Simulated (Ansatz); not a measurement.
# A hypothetical structure for ZnCr2As2

This structure for ZnCr2As2 is made up. Its elements were placed in a known structure type with a cell scaled to their sizes. What cell does the guess relax to, and how far off was it?

Method: DFT, PBE, plane-wave PAW, default files, scalar-relativistic, ferromagnetic start, cell and ions relaxed at zero pressure, in Ansatz 0.2.0.

### Step 1. The starting structure

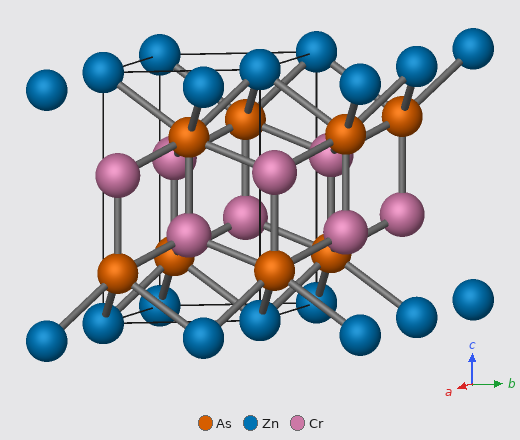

Start, viewed slightly off an axis; arsenic orange, zinc blue, chromium pink. 2×2×1 cells are drawn. Bonds to atoms that aren't drawn are left out. Some periodic images of atoms are drawn too.

### Step 2. Relaxation of the guess

The guessed cell has no reason to be at equilibrium. It is relaxed with the atoms, within the space group of the guess.

The input, input.yaml:

```yaml
crystal:
  lattice:
    - [4.113, 0.0, 0.0]
    - [-2.0565, 3.561962486, 0.0]
    - [0.0, 0.0, 6.548]
  atoms:
    - { symbol: As, position: [0.666666667, 0.333333333, 0.2424] }
    - { symbol: As, position: [0.333333333, 0.666666667, 0.7576] }
    - { symbol: Zn, position: [0.0, 0.0, 0.0] }
    - { symbol: Cr, position: [0.666666667, 0.333333333, 0.6326], spin: 3.0 }
    - { symbol: Cr, position: [0.333333333, 0.666666667, 0.3674], spin: 3.0 }
magnetization:
  spin_polarized: true
kpoints:
  mp_grid: { grid: [8, 8, 4] }
scf:
  occupations: { method: fermi_dirac, width: 0.05 }
hamiltonian:
  xc: pbe
  pseudopotentials: { kind: paw }
relax:
  f_tol: 0.015
  max_steps: 70
  cell: {}
output:
  forces: true
  stress: true
```

Run with:

```console
> ansatz run input.yaml --threads 4 --pin off --max-ram 8192MiB --backend cpu --events-out ev --progress --plain --runs-dir out
```

Numbers of over 12 decimals in the logs are rounded to 6 here.

The log of the run:

```text
Engine: ansatz 0.2.0, aarch64-unknown-linux-gnu
Pseudopotentials: kind: paw
Pseudopotential: As, paw, valence charge 15, recommended cutoff 420 eV (normal), As.paw.azcp
Pseudopotential: Zn, paw, valence charge 12, recommended cutoff 420 eV (normal), Zn.paw.azcp
Pseudopotential: Cr, paw, valence charge 14, recommended cutoff 420 eV (normal), Cr.paw.azcp
Functional definition: PBE
  parameter kappa = 0.804
  parameter beta = 0.066725
  exchange = pbe_x(kappa = kappa, mu = beta*pi^2/3)
  correlation = pbe_c(beta = beta)
Crystal: 5 atoms, lattice volume = 95.931 Å³
Basis set: ecut = 420 eV, 1833 PW (Γ), exchange–correlation on 60×60×90 points (8 copies of the dense FFT grid, shifted against one another)
Bands: 46, of which v1, the nominal top of the filled ones, is band 35 counted from 1 (34 counted from 0)
Symmetry: 12 space group operations
Space group: P-3m1 (ITA 164), of the structure as read, at distance tolerance 4.6e-5 Å
Magnetic group: BNS 164.85 (UNI 1315), of the structure as read, at distance tolerance 4.6e-5 Å
k-points: 35 of 256
Non-local potential: As, projectors of the file, l = 0: 2, l = 1: 2, l = 2: 3, l = 3: 1
Non-local potential: Zn, projectors of the file, l = 0: 2, l = 1: 2, l = 2: 3, l = 3: 1
Non-local potential: Cr, projectors of the file, l = 0: 3, l = 1: 2, l = 2: 3, l = 3: 1
PAW form: soft (Blöchl's): semilocal exchange-correlation on the pseudo side does not see the compensation charge
PAW one-centre angular grid: As, 590 points (default); XC on 64 Gauss nodes
PAW one-centre angular grid: Zn, 590 points (default); XC on 64 Gauss nodes
PAW one-centre angular grid: Cr, 590 points (default); XC on 64 Gauss nodes
Initial density: superposition of atomic densities (chi_scale 0.1, normalization cell)
Starting moments: Σ|m| = 6 μB on 2 of 5 sites
Initial wavefunctions: pseudopotential atomic-orbital guess
Functional: x = pbe(κ = 0.804, μ = 0.219515), c = pbe(β = 0.066725)
SCF iter   1: F=—  HF=-19787.481117 eV  |F-HF|=—  |Δ(HF+E_count)|=         —  Δρ=4.63e-2 (↑4.63e-2 ↓3.99e-2)  dr2=8.78e0  dr2_m=5.82e-2  M=5.522 μB ∫|m|=5.835 μB  β_m=0.30  ethr=3.10e-3  ⟨swp⟩=6.0  Hψ=11114  notcnv=0
Mixer restart at iter 1: flushing history
preconditioner: auto → Kerker (q_TF=auto, 2.589 Å⁻¹)  [metal: Δε(μ)=0.010 eV  Ē_g=7.616 eV  σ=0.050 eV  W_gap=0.05  n_scr=22 (ndim 8)  ℏωp=22.1 eV  f_vac=0.000  D(μ)=6.61/eV (n_scr^D=72)]
spin=Collinear: Kerker preconditioning applied to the charge; magnetization (m = ρ↑ − ρ↓) channel mixes plain (no charge-response kernel on spin).
SCF iter   2: F=—  HF=-19786.250073 eV  |F-HF|=—  |Δ(HF+E_count)|=    1.23e0  Δρ=2.64e-2 (↑1.76e-2 ↓2.64e-2)  dr2=2.95e0  dr2_m=4.41e-2  M=5.631 μB ∫|m|=6.013 μB  β_m=0.42  ethr=3.10e-3  ⟨swp⟩=2.6  Hψ=6488  notcnv=0  defer=157
SCF iter   3: F=—  HF=-19785.643489 eV  |F-HF|=—  |Δ(HF+E_count)|=   6.07e-1  Δρ=1.32e-2 (↑1.25e-2 ↓1.32e-2)  dr2=7.77e-1  dr2_m=7.01e-2  M=5.759 μB ∫|m|=6.244 μB  β_m=0.71  ethr=3.10e-3  ⟨swp⟩=2.0  Hψ=4351  notcnv=0  defer=157
SCF iter   4: F=—  HF=-19785.580922 eV  |F-HF|=—  |Δ(HF+E_count)|=   6.26e-2  Δρ=9.29e-3 (↑9.29e-3 ↓7.18e-3)  dr2=9.80e-2  dr2_m=3.15e-2  M=6.061 μB ∫|m|=6.640 μB  β_m=0.65  ethr=1.11e-3  ⟨swp⟩=2.6  Hψ=5533  notcnv=0  defer=146
SCF iter   5: F=—  HF=-19785.684739 eV  |F-HF|=—  |Δ(HF+E_count)|=         —  Δρ=2.07e-2 (↑2.07e-2 ↓1.43e-2)  dr2=6.29e-2  dr2_m=2.64e-1  M=6.743 μB ∫|m|=7.366 μB  β_m=0.65  ethr=1.40e-4  ⟨swp⟩=2.0  Hψ=5446  notcnv=0  defer=155
Mixer restart at iter 5: flushing history
SCF iter   6: F=—  HF=-19785.633781 eV  |F-HF|=—  |Δ(HF+E_count)|=   5.10e-2  Δρ=6.25e-3 (↑4.30e-3 ↓6.25e-3)  dr2=9.35e-3  dr2_m=2.19e-2  M=6.740 μB ∫|m|=7.367 μB  β_m=0.74  ethr=8.98e-5  ⟨swp⟩=2.2  Hψ=6160  notcnv=0  defer=155
SCF iter   7: F=—  HF=-19785.644460 eV  |F-HF|=—  |Δ(HF+E_count)|=   1.07e-2  Δρ=5.46e-3 (↑5.46e-3 ↓2.87e-3)  dr2=1.38e-2  dr2_m=1.20e-2  M=6.849 μB ∫|m|=7.493 μB  β_m=0.65  ethr=1.34e-5  ⟨swp⟩=2.1  Hψ=6839  notcnv=0  defer=166
SCF iter   8: F=—  HF=-19785.635604 eV  |F-HF|=—  |Δ(HF+E_count)|=   8.86e-3  Δρ=7.59e-4 (↑4.24e-4 ↓7.59e-4)  dr2=1.78e-3  dr2_m=1.21e-4  M=6.839 μB ∫|m|=7.485 μB  β_m=0.67  ethr=1.34e-5  ⟨swp⟩=2.0  Hψ=6129  notcnv=0  defer=166
SCF iter   9: F=—  HF=-19785.635610 eV  |F-HF|=—  |Δ(HF+E_count)|=   5.88e-6  Δρ=4.97e-4 (↑4.97e-4 ↓2.44e-4)  dr2=8.95e-4  dr2_m=4.71e-5  M=6.846 μB ∫|m|=7.494 μB  β_m=0.73  ethr=2.54e-6  ⟨swp⟩=2.0  Hψ=4066  notcnv=0  defer=165
SCF iter  10: F=—  HF=-19785.635359 eV  |F-HF|=—  |Δ(HF+E_count)|=   2.51e-4  Δρ=4.37e-4 (↑4.37e-4 ↓1.13e-4)  dr2=2.14e-4  dr2_m=3.03e-5  M=6.860 μB ∫|m|=7.512 μB  β_m=0.87  ethr=1.28e-6  ⟨swp⟩=2.0  Hψ=4214  notcnv=0  defer=165
SCF iter  11: F=—  HF=-19785.635503 eV  |F-HF|=—  |Δ(HF+E_count)|=   1.43e-4  Δρ=1.92e-4 (↑1.92e-4 ↓4.60e-5)  dr2=4.65e-5  dr2_m=5.86e-6  M=6.856 μB ∫|m|=7.508 μB  β_m=0.93  ethr=3.05e-7  ⟨swp⟩=2.0  Hψ=3694  notcnv=0  defer=165
SCF iter  12: F=—  HF=-19785.635569 eV  |F-HF|=—  |Δ(HF+E_count)|=   6.65e-5  Δρ=1.89e-5 (↑1.89e-5 ↓1.73e-5)  dr2=1.75e-6  dr2_m=7.08e-9  M=6.854 μB ∫|m|=7.505 μB  β_m=0.76  ethr=6.64e-8  ⟨swp⟩=2.0  Hψ=5102  notcnv=0  defer=165
[...]
relax step   8: F+E_penalty+E_count = -19786.21390634 eV  Δ(F+E_penalty+E_count) = -1.223e-1 eV  max|allowed force component| = 1.061e-1 eV/Å  Δτ_max = 0.1905 Å  P = -1.672 GPa  Ω = 87.899 Å³  energy of the carried Pulay correction = +2.403e-3 eV  (14 SCF iters, dr2 threshold 5.00e-7 eV, accepted)
relax step   9: F+E_penalty+E_count = -19786.23839610 eV  Δ(F+E_penalty+E_count) = -2.449e-2 eV  max|allowed force component| = 1.793e-1 eV/Å  Δτ_max = 0.1923 Å  P = +1.385 GPa  Ω = 83.256 Å³  energy of the carried Pulay correction = +3.890e-3 eV  (11 SCF iters, dr2 threshold 5.00e-7 eV, accepted)
relax step  10: F+E_penalty+E_count = -19786.24196106 eV  Δ(F+E_penalty+E_count) = -3.565e-3 eV  max|allowed force component| = 1.544e-1 eV/Å  Δτ_max = 0.0948 Å  P = -0.028 GPa  Ω = 85.020 Å³  energy of the carried Pulay correction = +3.316e-3 eV  (13 SCF iters, dr2 threshold 5.00e-7 eV, accepted)
relax step  11: F+E_penalty+E_count = -19786.24550163 eV  Δ(F+E_penalty+E_count) = -3.541e-3 eV  max|allowed force component| = 3.131e-2 eV/Å  Δτ_max = 0.0245 Å  P = -0.138 GPa  Ω = 85.021 Å³  energy of the carried Pulay correction = +3.316e-3 eV  (8 SCF iters, dr2 threshold 5.00e-7 eV, accepted)
relax step  12: F+E_penalty+E_count = -19786.24740063 eV  Δ(F+E_penalty+E_count) = -1.899e-3 eV  max|allowed force component| = 3.809e-2 eV/Å  Δτ_max = 0.0396 Å  P = -0.005 GPa  Ω = 84.553 Å³  energy of the carried Pulay correction = +3.467e-3 eV  (9 SCF iters, dr2 threshold 2.44e-7 eV, accepted)
relax step  13: F+E_penalty+E_count = -19786.24756823 eV  Δ(F+E_penalty+E_count) = -1.676e-4 eV  max|allowed force component| = 2.487e-3 eV/Å  Δτ_max = 0.0040 Å  P = -0.003 GPa  Ω = 84.533 Å³  energy of the carried Pulay correction = +3.474e-3 eV  (7 SCF iters, dr2 threshold 9.07e-8 eV, accepted)
relax step  14: F+E_penalty+E_count = -19786.25058026 eV  Δ(F+E_penalty+E_count) = -3.012e-3 eV  max|allowed force component| = 2.937e-3 eV/Å  Δτ_max = 0.0000 Å  P = +0.139 GPa  Ω = 84.533 Å³  stress off target by 2.28e-1 GPa  SCF on the basis re-selected at this cell (its energy is not comparable with the rows above)  (13 SCF iters)
relax step  15: F+E_penalty+E_count = -19786.25074036 eV  Δ(F+E_penalty+E_count) = -1.601e-4 eV  max|allowed force component| = 4.710e-3 eV/Å  Δτ_max = 0.0066 Å  P = +0.051 GPa  Ω = 84.618 Å³  energy of the carried Pulay correction = -3.050e-5 eV  (8 SCF iters, dr2 threshold 1.30e-7 eV, accepted)
relax step  16: F+E_penalty+E_count = -19786.25072829 eV  Δ(F+E_penalty+E_count) = +1.207e-5 eV  max|allowed force component| = 3.920e-3 eV/Å  Δτ_max = 0.0054 Å  P = -0.029 GPa  Ω = 84.727 Å³  energy of the carried Pulay correction = -6.489e-5 eV  (9 SCF iters, dr2 threshold 2.37e-8 eV, accepted)
relax step  17: F+E_penalty+E_count = -19786.25078316 eV  Δ(F+E_penalty+E_count) = -5.487e-5 eV  max|allowed force component| = 3.931e-3 eV/Å  Δτ_max = 0.0000 Å  P = -0.029 GPa  Ω = 84.727 Å³  stress off target by 4.14e-2 GPa  SCF on the basis re-selected at this cell (its energy is not comparable with the rows above)  (7 SCF iters)
basis re-selected at this cell: Δ(F+E_penalty+E_count) = -5.487e-5 eV, ΔP = +0.001 GPa vs the last step (what re-selecting the basis moved, of the pressure what is left beyond the Pulay correction that the steps carried, after the strain that the cell walked since its last selection, with what the two solves' SCF thresholds leave and, on support functions, any second-order correction that the steps lacked; it is no m [...]
SCF converged after 7 iterations
Magnetization: 5.6453 μB (37.8227 up, 32.1773 down)
Absolute magnetization: 6.4393 μB (∫|ρ↑−ρ↓|, with the PAW one-centre terms)
Spin contamination: 0.2452 ħ² per cell (⟨S²⟩ above its minimum at these occupations)
Per-site moments (μB) at R_I (Å): [(-0.125738, 1.021008), (-0.125738, 1.021008), (-0.00484851, 1.125379), (2.621424, 1.021008), (2.621424, 1.021008)]
Free energy (F): -19786.250783 eV
Harris-Foulkes:  -19786.250783 eV  (|F-HF|=7.28e-12)
Internal energy: -19786.236120 eV  (E = F + TS)
E sigma→0 (E₀):  -19786.243451 eV
Entropy (-TS):   -0.014663 eV (-2.933 meV/atom)
Fermi energy:    12.837929 eV
--- Per-component energies (eV) ---
  E_band       = -797.577745
  E_kinetic    = 1024.834896
  E_local      = -7971.489507  (includes V_loc(G=0)·N_el)
  E_nonlocal   = -562.197459
  E_hartree    = 3848.300441
  E_xc         = -573.964173
  E_vxc        = -565.375751  (∫ρ·V_xc dr)
  E_paw        = -7894.142967  (= ΣΔE_a)
  E_vpaw       = -419.951422  (= ΣTr[D̂ρ^β])
  E_aug_tail   = 0.000366  (compensation charges beyond the density's cutoff)
  E_ewald      = -7657.577717
  E_smearing   = -0.014663  (= −TS)
  E_closure    = -0.000000  (closes the sum)
  Σ components = -19786.250783   (vs F -19786.250783, Δ=0.00e0)
--- Forces (eV/Å), atoms counted from 1 ---
  atom   1  As     0.00000000     0.00000000     0.00045485
  atom   2  As     0.00000000     0.00000000    -0.00045485
  atom   3  Zn    -0.00000000    -0.00000000     0.00000000
  atom   4  Cr     0.00000000    -0.00000000     0.00393110
  atom   5  Cr     0.00000000     0.00000000    -0.00393110
  max |Σ_I F_I| component: 2.31e-18 eV/Å
--- Stress (GPa, compression-positive) ---
       -0.022145       0.000000      -0.000000
        0.000000      -0.022145       0.000000
       -0.000000       0.000000      -0.041358
  P = ⅓ Tr σ = -0.0285 GPa (-0.285 kbar)
--- Relaxed structure (15 steps of the walk, 15 accepted, 2 SCFs on fresh bases) ---
  F+E_penalty+E_count = -19786.25078316 eV   max|allowed force component| = 3.931e-3 eV/Å   (the final SCF, on the basis selected at the relaxed cell)
  cell:  # Å, volume = 84.7265 Å³
    - [4.426044, 0, -8.499591359478196e-17]
    - [-2.213022, 3.833067, 4.249795679739099e-17]
    - [-1.3531564361787114e-16, 0, 4.994101]
  atoms:
    - { symbol: As, position: [0.666667, 0.333333, 0.304284] }
    - { symbol: As, position: [0.333333, 0.666667, 0.695716] }
    - { symbol: Zn, position: [0, 0, -2.543272047858484e-18] }
    - { symbol: Cr, position: [0.666667, 0.333333, 0.808665] }
    - { symbol: Cr, position: [0.333333, 0.666667, 0.191335] }
```

Elapsed: 1.8 min, on 4 threads of Arm Neoverse V1, shared host; peak memory 0.64 GiB; 7 min of CPU time.

Relaxation path:

| step | energy less that of the first step (eV) | largest force component (eV/Å) | pressure (GPa) | volume (Å³) |
| --- | --- | --- | --- | --- |
| 1 | 0.0000 | 0.2328 | -1.35 | 95.93 |
| 2 | -0.0663 | 0.1815 | -0.09 | 93.31 |
| 3 | -0.1396 | 0.0632 | 0.31 | 92.52 |
| 4 | -0.1541 | 0.0978 | -0.49 | 93.13 |
| 5 | -0.1830 | 0.5969 | -0.39 | 91.95 |
| 6 | -0.2909 | 0.3922 | -1.67 | 92.01 |
| 7 | -0.4560 | 0.4704 | -1.70 | 89.91 |
| 8 | -0.5783 | 0.1061 | -1.67 | 87.90 |
| 9 | -0.6028 | 0.1793 | 1.39 | 83.26 |
| 10 | -0.6064 | 0.1544 | -0.03 | 85.02 |
| 11 | -0.6099 | 0.0313 | -0.14 | 85.02 |
| 12 | -0.6118 | 0.0381 | 0.00 | 84.55 |
| 13 | -0.6120 | 0.0025 | 0.00 | 84.53 |
| 14* | -0.6150 | 0.0029 | 0.14 | 84.53 |
| 15 | -0.6152 | 0.0047 | 0.05 | 84.62 |
| 16 | -0.6152 | 0.0039 | -0.03 | 84.73 |
| 17* | -0.6152 | 0.0039 | -0.03 | 84.73 |

Relaxation steps marked * repeat the geometry before them on a plane-wave basis chosen anew for their cell, so energy and pressure can jump there.

The run keeps the 12 symmetry operations that it works with, so distortions that break them were not tested.

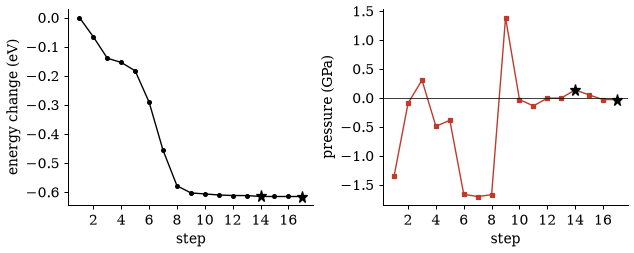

Energy and pressure along the relaxation. Stars mark steps on a basis chosen anew.

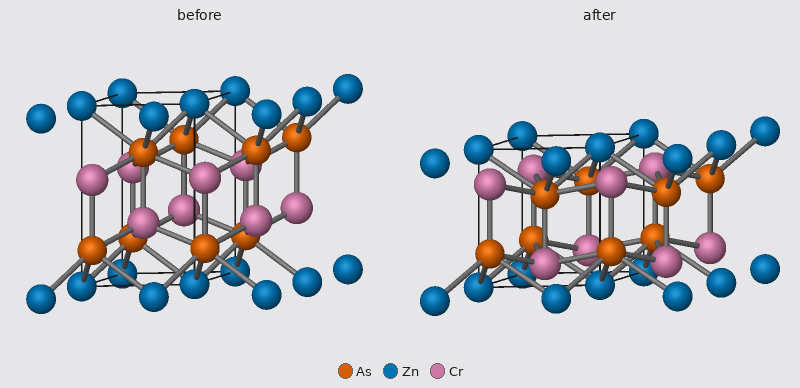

The structure before and after the relaxation, drawn at the same scale. Bonds to atoms that aren't drawn are left out.

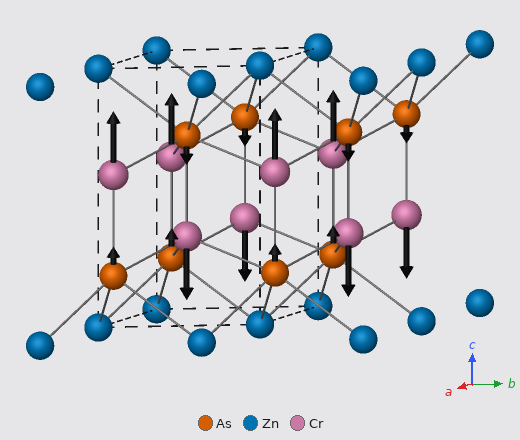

Displacements in the relaxation, exaggerated, measured against the changing cell; the longest in the cell stands for 0.88 Å. Bonds to atoms that aren't drawn are left out. 2×2×1 cells are drawn. Some periodic images of atoms are drawn too.

| cell as run | before | after | change |
| --- | --- | --- | --- |
| a (Å) | 4.113 | 4.426 | +7.6 % |
| b (Å) | 4.113 | 4.426 | +7.6 % |
| c (Å) | 6.548 | 4.994 | -23.7 % |
| volume (Å³/atom) | 19.19 | 16.95 | -11.7 % |

The atoms that moved most (Å, as changes of fractional coordinates times the final cell):

| atom | dx | dy | dz | length |
| --- | --- | --- | --- | --- |
| Cr4 | 0.000 | 0.000 | 0.879 | 0.879 |
| Cr5 | 0.000 | 0.000 | -0.879 | 0.879 |
| As1 | 0.000 | 0.000 | 0.309 | 0.309 |
| As2 | 0.000 | 0.000 | -0.309 | 0.309 |

The relaxed structure:

```
As Zn Cr
1.0
     4.42604    0.00000    0.00000
    -2.21302    3.83307    0.00000
     0.00000    0.00000    4.99410
As Zn Cr
2 1 2
Direct
  0.66667 0.33333 0.30428
  0.33333 0.66667 0.69572
  0.00000 0.00000 0.00000
  0.66667 0.33333 0.80866
  0.33333 0.66667 0.19134
```

This step gave:

* free energy: -19786.2508 eV
* energy at zero smearing: -19786.2435 eV
* smearing term TS: 0.01466 eV
* Fermi energy: 12.84 eV
* magnetization: 5.645 μB
* absolute magnetization: 6.439 μB
* site moments: -0.1257, -0.1257, -0.004849, 2.621, 2.621 μB
* electrons: 70
* symmetry operations: 12
* pressure: -0.02855 GPa

Site moment by atom:

| atom | site moment (μB) |
| --- | --- |
| As1 | -0.13 |
| As2 | -0.13 |
| Zn3 | 0.00 |
| Cr4 | 2.62 |
| Cr5 | 2.62 |

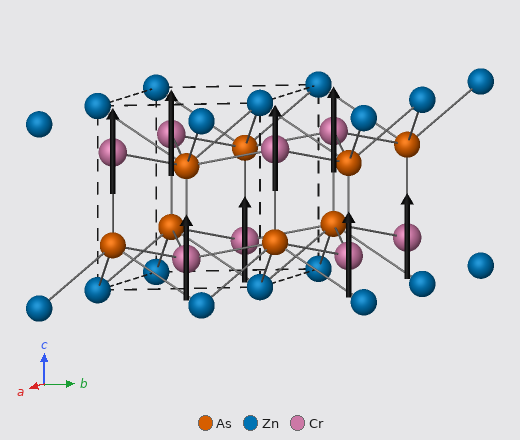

Site moment as arrows, the longest 2.62 μB. Up and down stand for the sign. Arrows give size and sign along the axis of quantisation, drawn up and down the page. Bonds to atoms that aren't drawn are left out. 2×2×1 cells are drawn. Some periodic images of atoms are drawn too.

The shortest distance of each pair, which need not be the same contact before and after:

| pair | guess (Å) | relaxed (Å) |
| --- | --- | --- |
| As–Cr | 2.512 | 2.475 |
| Cr–Zn | 3.380 | 2.728 |
| As–Zn | 2.856 | 2.973 |
| Cr–Cr | 2.942 | 3.191 |
| As–As | 3.964 | 3.217 |

The relaxation ends with a largest force component of 0.0039 eV/Å and a pressure of -0.03 GPa.

### Step 3. Results

```
space group, relaxed : P-3m1
conventional cell    : a = 4.426, b = 4.426, c = 4.994 Å; α = 90.0°, β = 90.0°, γ = 120.0°
volume per atom      : 16.95 Å³ (guess 19.19)
total moment         : 5.65 μB in the cell of 5 atoms
```

In words: ZnCr2As2 relaxes to P-3m1 with a = 4.426, b = 4.426 and c = 4.994 Å. The guessed volume was 13 % too large. The space group P-3m1 was held in the relaxation, so the end point is a stationary structure within it and may be a saddle against distortions or other arrangements. The input starts from parallel moments, and no other start was typed. Mesh and cutoff weren't tested. A vector of the cell changed its length by 24 %, so the starting arrangement is largely lost and the mesh was laid for another shape. No dispersion term is used, so weakly bound directions may come out too long. Nothing here tests whether the compound is stable against decomposition.

[Logs are printed without paths, hosts, clocks, repeated set-up lines and the standing remarks that a program may print on its own settings, such as how far it seeks lower states.]

[Hosts, paths, dates, database ids (printed as entryN), source tags and the programs' standing remarks are cut or masked in the printed files.]
